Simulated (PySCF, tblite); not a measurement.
# norflurane (C₂H₂F₄): a rotation path, then NMR shifts and spin-spin couplings on frames, part 2 of 2

tblite 0.8.0 and PySCF 2.14.0. Atoms count from 0.

## (8) Indirect couplings: image 4, B3LYP/pcJ-1

Job settings and geometry (Å):

```
{"job": {"kind": "j", "xc": "B3LYP", "basis": "pcJ-1"}, "charge": 0, "multiplicity": 1}
F      1.288000    -1.072100    -0.616900
C      0.805800     0.009600     0.047100
C     -0.733200     0.036600    -0.018200
F     -1.279600    -0.032200     1.203600
F     -1.235200    -0.962800    -0.733800
F     -1.172400     1.180200    -0.563400
H      1.204600     0.909000    -0.433600
H      1.130900    -0.058800     1.090600
```

Method: B3LYP/pcJ-1 indirect spin-spin coupling, non-relativistic, gas phase.

What it wrote:

```text
coarse grid: 7760 points
cycle   1  E = -476.5738517062  dE =  8.644e-01  |g| = 1.010e+00  |ddm| = 2.283e+00
cycle   2  E = -476.3294190793  dE =  2.444e-01  |g| = 1.670e+00  |ddm| = 1.224e+00
cycle   3  E = -476.7313047789  dE = -4.019e-01  |g| = 5.197e-02  |ddm| = 7.738e-01
cycle   4  E = -476.7314938763  dE = -1.891e-04  |g| = 4.089e-02  |ddm| = 4.432e-02
cycle   5  E = -476.7317712534  dE = -2.774e-04  |g| = 8.888e-03  |ddm| = 2.302e-02
cycle   6  E = -476.7317808989  dE = -9.645e-06  |g| = 2.483e-03  |ddm| = 5.011e-03
final grid: 79576 points
cycle   7  E = -476.7858381586  dE = -1.764e-04  |g| = 7.093e-03  |ddm| = 1.235e-02
cycle   8  E = -476.7858286855  dE =  9.473e-06  |g| = 1.073e-02  |ddm| = 8.274e-03
cycle   9  E = -476.7858447621  dE = -1.608e-05  |g| = 2.940e-04  |ddm| = 5.158e-03
cycle  10  E = -476.7858447714  dE = -9.289e-09  |g| = 1.307e-04  |ddm| = 2.081e-04
cycle  11  E = -476.7858447737  dE = -2.342e-09  |g| = 4.574e-05  |ddm| = 8.202e-05
cycle  12  E = -476.7858447740  dE = -2.686e-10  |g| = 7.791e-06  |ddm| = 2.107e-05
converged SCF energy = -476.7858447740

Indirect spin-spin couplings (Hz)
  i      j    bonds     total        FC       PSO       DSO        SD
  0 F    1 C    1   -248.133  -291.626    22.173     0.820    20.500
  0 F    2 C    2     21.264    23.992    -4.223     0.279     1.216
  0 F    3 F    3    -17.705    -2.229   -16.114    -1.093     1.731
  0 F    4 F    3     -3.116    14.883   -22.413     0.518     3.896
  0 F    5 F    3    -18.758    -3.658   -16.707    -1.147     2.754
  0 F    6 H    2     52.432    47.083    10.028    -1.046    -3.633
  0 F    7 H    2     52.277    46.869    10.085    -1.052    -3.625
  1 C    2 C    1     72.095    71.418    -1.038     0.437     1.278
  1 C    3 F    2     45.897    46.337    -1.682     0.099     1.143
  1 C    4 F    2     25.958    27.026    -2.663     0.034     1.561
  1 C    5 F    2     47.403    48.157    -1.830     0.106     0.971
  1 C    6 H    1    159.951   159.096    -0.571     1.191     0.235
  1 C    7 H    1    160.180   159.327    -0.571     1.188     0.236
  2 C    3 F    1   -346.231  -321.201   -35.666     1.405     9.230
  2 C    4 F    1   -358.675  -326.617   -41.267     1.440     7.768
  2 C    5 F    1   -344.744  -320.021   -35.467     1.405     9.340
  2 C    6 H    2     -1.542    -1.706    -0.249     0.343     0.070
  2 C    7 H    2     -1.326    -1.495    -0.239     0.335     0.072
  3 F    4 F    2     68.254    47.326   -29.318    -0.395    50.641
  3 F    5 F    2     58.006    52.694   -43.541    -0.401    49.254
  3 F    6 H    3     16.179    16.037     1.704    -1.477    -0.085
  3 F    7 H    3      8.781     9.357    -0.490     0.866    -0.952
  4 F    5 F    2     71.036    46.740   -26.376    -0.395    51.067
  4 F    6 H    3      2.790     2.288     1.910    -1.492     0.084
  4 F    7 H    3      3.896     3.475     1.928    -1.591     0.085
  5 F    6 H    3      9.154     9.815    -0.574     0.907    -0.994
  5 F    7 H    3     14.324    14.164     1.639    -1.388    -0.091
  6 H    7 H    2    -10.817   -11.242     2.069    -1.957     0.313
```

It took 55 s on 1 thread of Intel Xeon at 2.50GHz, shared host; peak memory 0.74 GiB.

In short: J(C2,F3) -349.9 Hz, J(F0,C1) -248.1 Hz, J(C1,H6) 160.1 Hz (means over like pairs).

## (9) Nuclear shieldings: image 6, PBE0/pcSseg-1

Job settings and geometry (Å):

```
{"job": {"kind": "nmr", "xc": "PBE0", "basis": "pcSseg-1", "pop": false}, "charge": 0, "multiplicity": 1}
F      1.299300    -0.843200    -0.881400
C      0.803100    -0.001900     0.062300
C     -0.730300     0.038900    -0.021600
F     -1.262300     0.264000     1.189600
F     -1.247900    -1.097700    -0.476000
F     -1.164400     1.022400    -0.817400
H      1.204500     0.999100    -0.126900
H      1.107100    -0.372200     1.046800
```

Level: GIAO PBE0/pcSseg-1 NMR shielding, non-relativistic, gas phase.

What it wrote:

```text
coarse grid: 7760 points
cycle   1  E = -476.0763696157  dE =  9.069e-01  |g| = 9.492e-01  |ddm| = 2.325e+00
cycle   2  E = -475.9056464541  dE =  1.707e-01  |g| = 1.455e+00  |ddm| = 1.102e+00
cycle   3  E = -476.2228612287  dE = -3.172e-01  |g| = 4.311e-02  |ddm| = 6.764e-01
cycle   4  E = -476.2230466211  dE = -1.854e-04  |g| = 2.872e-02  |ddm| = 3.484e-02
cycle   5  E = -476.2231828113  dE = -1.362e-04  |g| = 7.469e-03  |ddm| = 1.757e-02
cycle   6  E = -476.2231902984  dE = -7.487e-06  |g| = 1.838e-03  |ddm| = 4.050e-03
final grid: 79576 points
cycle   7  E = -476.2836022830  dE = -3.760e-05  |g| = 6.363e-03  |ddm| = 1.509e-02
cycle   8  E = -476.2835961107  dE =  6.172e-06  |g| = 9.183e-03  |ddm| = 7.934e-03
cycle   9  E = -476.2836097368  dE = -1.363e-05  |g| = 5.522e-04  |ddm| = 4.331e-03
cycle  10  E = -476.2836097891  dE = -5.235e-08  |g| = 1.528e-04  |ddm| = 4.896e-04
cycle  11  E = -476.2836097927  dE = -3.609e-09  |g| = 4.412e-05  |ddm| = 1.042e-04
cycle  12  E = -476.2836097930  dE = -2.480e-10  |g| = 1.454e-05  |ddm| = 2.917e-05
converged SCF energy = -476.2836097930

GIAO shielding tensors (ppm)
atom      isotropic    diamagn.    paramagn.     s11        s22        s33       span
  0 F      436.054     469.492     -33.438    398.183    420.462    489.517     91.333
  1 C      100.950     242.827    -141.877     78.900     83.678    140.273     61.373
  2 C       55.224     239.851    -184.627     50.362     54.603     60.706     10.344
  3 F      256.414     472.788    -216.374    175.761    248.640    344.842    169.081
  4 F      264.743     471.820    -207.077    182.995    277.452    333.782    150.787
  5 F      252.445     472.734    -220.289    176.585    237.212    343.537    166.951
  6 H       26.634      27.544      -0.909     23.328     26.919     29.656      6.328
  7 H       26.770      27.587      -0.817     22.760     27.432     30.117      7.357
```

It took 15 s on 1 thread of Intel Xeon at 2.50GHz, shared host; peak memory 0.53 GiB.

In short: δ C2 131.7, C1 86.0, F5 -81.5, F3 -85.5, H6 5.08, H7 4.95 ppm.

## (10) Indirect couplings: image 6, B3LYP/pcJ-1

Settings changed since step 9:

```diff
@@ -1,2 +1,2 @@
-{"job": {"kind": "nmr", "xc": "PBE0", "basis": "pcSseg-1", "pop": false}, "charge": 0, "multiplicity": 1}
+{"job": {"kind": "j", "xc": "B3LYP", "basis": "pcJ-1"}, "charge": 0, "multiplicity": 1}
 F      1.299300    -0.843200    -0.881400
```

With the program's defaults for keys left out, this is: B3LYP/pcJ-1 indirect spin-spin coupling, non-relativistic, gas phase.

What it wrote:

```text
coarse grid: 7760 points
cycle   1  E = -476.5767179347  dE =  8.641e-01  |g| = 1.007e+00  |ddm| = 2.278e+00
cycle   2  E = -476.3362864700  dE =  2.404e-01  |g| = 1.660e+00  |ddm| = 1.202e+00
cycle   3  E = -476.7330555063  dE = -3.968e-01  |g| = 5.152e-02  |ddm| = 7.586e-01
cycle   4  E = -476.7332478207  dE = -1.923e-04  |g| = 3.993e-02  |ddm| = 4.369e-02
cycle   5  E = -476.7335127499  dE = -2.649e-04  |g| = 8.993e-03  |ddm| = 2.249e-02
cycle   6  E = -476.7335226322  dE = -9.882e-06  |g| = 2.538e-03  |ddm| = 5.004e-03
final grid: 79576 points
cycle   7  E = -476.7881202599  dE = -1.767e-04  |g| = 6.933e-03  |ddm| = 1.187e-02
cycle   8  E = -476.7881114103  dE =  8.850e-06  |g| = 1.041e-02  |ddm| = 7.783e-03
cycle   9  E = -476.7881266001  dE = -1.519e-05  |g| = 2.973e-04  |ddm| = 4.819e-03
cycle  10  E = -476.7881266093  dE = -9.129e-09  |g| = 1.448e-04  |ddm| = 2.294e-04
cycle  11  E = -476.7881266122  dE = -2.937e-09  |g| = 4.655e-05  |ddm| = 9.048e-05
cycle  12  E = -476.7881266125  dE = -2.713e-10  |g| = 8.139e-06  |ddm| = 2.186e-05
converged SCF energy = -476.7881266125

Indirect spin-spin couplings (Hz)
  i      j    bonds     total        FC       PSO       DSO        SD
  0 F    1 C    1   -247.297  -291.615    22.883     0.822    20.614
  0 F    2 C    2     21.494    24.688    -4.536     0.290     1.051
  0 F    3 F    3    -25.682   -16.633   -19.248    -1.464    11.663
  0 F    4 F    3    -11.670     5.129   -20.369     0.392     3.178
  0 F    5 F    3    -15.274     1.824   -12.638    -0.615    -3.845
  0 F    6 H    2     51.333    45.494    10.438    -1.055    -3.544
  0 F    7 H    2     53.034    47.527    10.111    -1.065    -3.540
  1 C    2 C    1     72.384    71.805    -1.120     0.438     1.260
  1 C    3 F    2     49.437    51.855    -2.641     0.120     0.104
  1 C    4 F    2     27.331    28.107    -2.413     0.044     1.592
  1 C    5 F    2     39.964    39.616    -1.483     0.084     1.748
  1 C    6 H    1    159.702   158.844    -0.568     1.193     0.234
  1 C    7 H    1    160.565   159.696    -0.557     1.194     0.232
  2 C    3 F    1   -341.701  -318.422   -34.368     1.404     9.685
  2 C    4 F    1   -357.437  -326.741   -40.108     1.439     7.974
  2 C    5 F    1   -350.494  -324.462   -36.374     1.415     8.927
  2 C    6 H    2     -1.769    -1.939    -0.250     0.348     0.073
  2 C    7 H    2     -1.352    -1.508    -0.253     0.342     0.067
  3 F    4 F    2     84.423    46.865   -15.204    -0.408    53.171
  3 F    5 F    2     67.607    50.356   -33.136    -0.408    50.796
  3 F    6 H    3      1.637     1.335     1.229    -0.730    -0.197
  3 F    7 H    3      3.848     4.291    -0.213     0.691    -0.921
  4 F    5 F    2     53.919    46.060   -40.288    -0.389    48.535
  4 F    6 H    3     12.966    12.922     2.026    -2.031     0.049
  4 F    7 H    3     -1.334    -2.200     1.635    -0.796     0.027
  5 F    6 H    3      7.418     7.516    -0.039     0.691    -0.750
  5 F    7 H    3     25.951    26.083     1.912    -1.940    -0.104
  6 H    7 H    2    -10.603   -11.024     2.082    -1.967     0.307
```

Run time: 54 s. Hardware: 1 thread of Intel Xeon at 2.50GHz, shared host; peak memory 0.74 GiB.

Key values: J(C2,F3) -349.9 Hz, J(F0,C1) -247.3 Hz, J(C1,H6) 160.1 Hz (means over like pairs).

## (11) Shielding tensors: image 8, PBE0/pcSseg-1

Job settings and geometry (Å):

```
{"job": {"kind": "nmr", "xc": "PBE0", "basis": "pcSseg-1", "pop": false}, "charge": 0, "multiplicity": 1}
F      1.321500    -0.540200    -1.068800
C      0.799200    -0.017600     0.070500
C     -0.727200     0.037700    -0.026600
F     -1.229800     0.553000     1.106500
F     -1.275200    -1.167200    -0.185100
F     -1.151300     0.808000    -1.028500
H      1.189400     0.997500     0.198100
H      1.082400    -0.661700     0.909400
```

Level: GIAO PBE0/pcSseg-1 NMR shielding, non-relativistic, gas phase.

What it wrote:

```text
coarse grid: 7760 points
cycle   1  E = -476.0814825561  dE =  9.069e-01  |g| = 9.456e-01  |ddm| = 2.321e+00
cycle   2  E = -475.9145789252  dE =  1.669e-01  |g| = 1.444e+00  |ddm| = 1.080e+00
cycle   3  E = -476.2265990812  dE = -3.120e-01  |g| = 4.291e-02  |ddm| = 6.621e-01
cycle   4  E = -476.2267877835  dE = -1.887e-04  |g| = 2.788e-02  |ddm| = 3.443e-02
cycle   5  E = -476.2269158817  dE = -1.281e-04  |g| = 7.548e-03  |ddm| = 1.714e-02
cycle   6  E = -476.2269235705  dE = -7.689e-06  |g| = 1.882e-03  |ddm| = 4.098e-03
final grid: 79576 points
cycle   7  E = -476.2862781142  dE = -3.473e-05  |g| = 6.421e-03  |ddm| = 1.469e-02
cycle   8  E = -476.2862719078  dE =  6.206e-06  |g| = 9.241e-03  |ddm| = 7.919e-03
cycle   9  E = -476.2862856959  dE = -1.379e-05  |g| = 5.874e-04  |ddm| = 4.342e-03
cycle  10  E = -476.2862857558  dE = -5.995e-08  |g| = 1.530e-04  |ddm| = 5.091e-04
cycle  11  E = -476.2862857593  dE = -3.497e-09  |g| = 5.579e-05  |ddm| = 1.096e-04
cycle  12  E = -476.2862857597  dE = -4.130e-10  |g| = 1.285e-05  |ddm| = 3.323e-05
converged SCF energy = -476.2862857597

GIAO shielding tensors (ppm)
atom      isotropic    diamagn.    paramagn.     s11        s22        s33       span
  0 F      440.659     469.657     -28.998    415.669    426.786    479.521     63.852
  1 C      103.070     242.757    -139.687     80.490     84.003    144.716     64.226
  2 C       55.511     239.971    -184.460     51.058     53.316     62.159     11.101
  3 F      264.460     472.793    -208.333    179.925    268.665    344.790    164.865
  4 F      263.916     472.327    -208.411    180.944    265.983    344.821    163.877
  5 F      263.983     472.310    -208.326    181.099    266.021    344.829    163.730
  6 H       26.810      27.534      -0.723     23.165     27.123     30.142      6.977
  7 H       26.813      27.545      -0.732     23.163     27.131     30.145      6.982
```

Wall time 13 s (1 thread of Intel Xeon at 2.50GHz, shared host); peak memory 0.53 GiB.

Key values: δ C2 131.4, C1 83.9, F4 -93.0, F5 -93.0, H6 4.91, H7 4.90 ppm.

## (12) Spin-spin couplings: image 8, B3LYP/pcJ-1

Settings changed since step 11:

```diff
@@ -1,2 +1,2 @@
-{"job": {"kind": "nmr", "xc": "PBE0", "basis": "pcSseg-1", "pop": false}, "charge": 0, "multiplicity": 1}
+{"job": {"kind": "j", "xc": "B3LYP", "basis": "pcJ-1"}, "charge": 0, "multiplicity": 1}
 F      1.321500    -0.540200    -1.068800
```

With the program's defaults for keys left out, this is: B3LYP/pcJ-1 indirect spin-spin coupling, non-relativistic, gas phase.

What it wrote:

```text
coarse grid: 7760 points
cycle   1  E = -476.5820204994  dE =  8.640e-01  |g| = 1.003e+00  |ddm| = 2.272e+00
cycle   2  E = -476.3466530890  dE =  2.354e-01  |g| = 1.648e+00  |ddm| = 1.176e+00
cycle   3  E = -476.7369417652  dE = -3.903e-01  |g| = 5.089e-02  |ddm| = 7.402e-01
cycle   4  E = -476.7371387573  dE = -1.970e-04  |g| = 3.855e-02  |ddm| = 4.295e-02
cycle   5  E = -476.7373867597  dE = -2.480e-04  |g| = 9.089e-03  |ddm| = 2.186e-02
cycle   6  E = -476.7373968823  dE = -1.012e-05  |g| = 2.598e-03  |ddm| = 4.994e-03
cycle   7  E = -476.7373979745  dE = -1.092e-06  |g| = 3.370e-04  |ddm| = 1.720e-03
final grid: 79576 points
cycle   8  E = -476.7907916053  dE = -1.762e-04  |g| = 6.852e-03  |ddm| = 1.207e-02
cycle   9  E = -476.7907837155  dE =  7.890e-06  |g| = 9.931e-03  |ddm| = 7.462e-03
cycle  10  E = -476.7907983886  dE = -1.467e-05  |g| = 5.726e-04  |ddm| = 4.467e-03
cycle  11  E = -476.7907984144  dE = -2.579e-08  |g| = 3.976e-04  |ddm| = 5.961e-04
cycle  12  E = -476.7907984419  dE = -2.743e-08  |g| = 4.190e-05  |ddm| = 2.562e-04
cycle  13  E = -476.7907984420  dE = -1.928e-10  |g| = 1.755e-05  |ddm| = 2.463e-05
converged SCF energy = -476.7907984420

Indirect spin-spin couplings (Hz)
  i      j    bonds     total        FC       PSO       DSO        SD
  0 F    1 C    1   -246.902  -291.939    23.549     0.823    20.664
  0 F    2 C    2     21.685    25.360    -4.916     0.300     0.941
  0 F    3 F    3    -31.399   -24.429   -22.130    -1.594    16.753
  0 F    4 F    3    -18.116    -3.757   -13.327    -0.041    -0.991
  0 F    5 F    3    -18.126    -3.755   -13.279    -0.047    -1.045
  0 F    6 H    2     52.067    46.067    10.507    -1.079    -3.428
  0 F    7 H    2     52.072    46.083    10.498    -1.077    -3.432
  1 C    2 C    1     72.700    72.247    -1.217     0.440     1.230
  1 C    3 F    2     51.438    54.817    -3.126     0.136    -0.390
  1 C    4 F    2     32.070    32.156    -1.940     0.064     1.790
  1 C    5 F    2     32.062    32.121    -1.925     0.063     1.803
  1 C    6 H    1    160.302   159.425    -0.553     1.201     0.228
  1 C    7 H    1    160.168   159.290    -0.552     1.201     0.228
  2 C    3 F    1   -338.729  -316.685   -33.454     1.406    10.004
  2 C    4 F    1   -355.866  -328.011   -37.741     1.429     8.457
  2 C    5 F    1   -355.964  -328.095   -37.746     1.429     8.449
  2 C    6 H    2     -1.791    -1.947    -0.265     0.355     0.067
  2 C    7 H    2     -1.848    -2.004    -0.267     0.356     0.067
  3 F    4 F    2     84.671    46.306   -14.725    -0.417    53.508
  3 F    5 F    2     84.905    46.802   -14.956    -0.418    53.477
  3 F    6 H    3     -2.164    -2.207     0.555     0.116    -0.628
  3 F    7 H    3     -2.136    -2.177     0.551     0.124    -0.634
  4 F    5 F    2     43.864    42.452   -45.671    -0.399    47.481
  4 F    6 H    3     23.942    24.150     1.981    -2.178    -0.011
  4 F    7 H    3      1.280     0.564     0.957     0.077    -0.319
  5 F    6 H    3      1.241     0.525     0.956     0.075    -0.315
  5 F    7 H    3     23.949    24.156     1.982    -2.177    -0.011
  6 H    7 H    2    -10.392   -10.811     2.086    -1.966     0.299
```

It took 51 s on 1 thread of Intel Xeon at 2.50GHz, shared host; peak memory 0.74 GiB.

This run: J(C2,F3) -350.2 Hz, J(F0,C1) -246.9 Hz, J(C1,H6) 160.2 Hz (means over like pairs).

## (13) Run by run: NMR shifts

Shifts (ppm) of some atoms, chosen among heavy atoms and hydrogens apart, with basis size and wall time:

```csv
frame,C1,H6,H7,F4,F3,F5,F0,functions,time
image 0,83.9,4.91,4.91,-93.0,-93.0,-93.5,-269.6,112,16 s
image 2,85.7,4.93,5.08,-94.3,-83.5,-86.2,-265.8,112,14 s
image 4,87.8,5.09,5.11,-90.9,-76.8,-76.2,-261.1,112,13 s
image 6,86.0,5.08,4.95,-93.8,-85.5,-81.5,-265.1,112,15 s
image 8,83.9,4.91,4.90,-93.0,-93.5,-93.0,-269.7,112,13 s
```

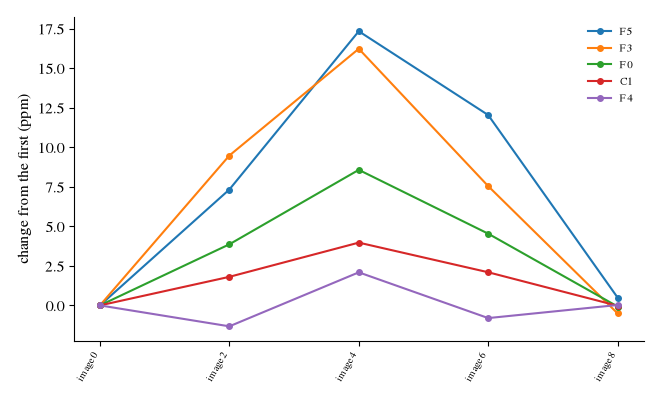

How five of the tabulated atoms move from run to run.

## (14) Run by run: spin-spin couplings

Couplings (Hz), each a mean over the pairs like the one named, with basis size and wall time:

```csv
frame,C2–F3,F0–C1,C1–H6,C1–C2,F3–F4,F0–H6,C1–F3,functions,time
image 0,-350.1,-246.9,160.3,72.6,71.6,52.1,38.5,182,57 s
image 2,-350.7,-247.8,160.1,72.5,68.6,52.3,39.2,182,55 s
image 4,-349.9,-248.1,160.1,72.1,65.8,52.4,39.8,182,55 s
image 6,-349.9,-247.3,160.1,72.4,68.6,52.2,38.9,182,54 s
image 8,-350.2,-246.9,160.2,72.7,71.1,52.1,38.5,182,51 s
```

## (15) Results

This closing draws on all 2 parts.

```
                                            quantity                               value
                                             barrier  0.058 eV (1.3 kcal/mol) at image 4
                               end to end (GFN2-xTB)                            0.000 eV
     ¹³C shifts against TMS (PBE0/pcSseg-1, image 0)                     131.4, 83.9 ppm
      ¹H shifts against TMS (PBE0/pcSseg-1, image 0)                      4.91, 4.91 ppm
   ¹⁹F shifts against CFCl3 (PBE0/pcSseg-1, image 0)     -93.0, -93.0, -93.5, -269.6 ppm
largest coupling of the table (B3LYP/pcJ-1, image 0)            ¹J(C,F) C2–F4, -355.8 Hz
                            range of the shift of F5                  -93.5 to -76.2 ppm
             range of J(C2,F3), mean over like pairs                 -350.7 to -349.9 Hz
```

Along the band the dihedral turns by 119°, and the top (dihedral 119°) lies 1.3 kcal/mol above the start (GFN2-xTB, rough), so at room temperature this motion is fast. The top was not checked by a frequency run. Shifts at one fixed geometry are not the observed spectrum, which averages over the motion. Of the pairs tabulated at B3LYP/pcJ-1, C2–F4 couples most strongly (-355.8 Hz; Fermi contact -328.0 Hz). Density functionals describe couplings to fluorine poorly, F–F couplings above all, so those rows are rough. In ppm, F5 moves most: its shift spreads over 17.3 ppm, from -93.5 (image 0) to -76.2 (image 4). The coupling C2–F3, as a mean over pairs of its kind, runs from -350.7 Hz (image 2) to -349.9 Hz (image 6).
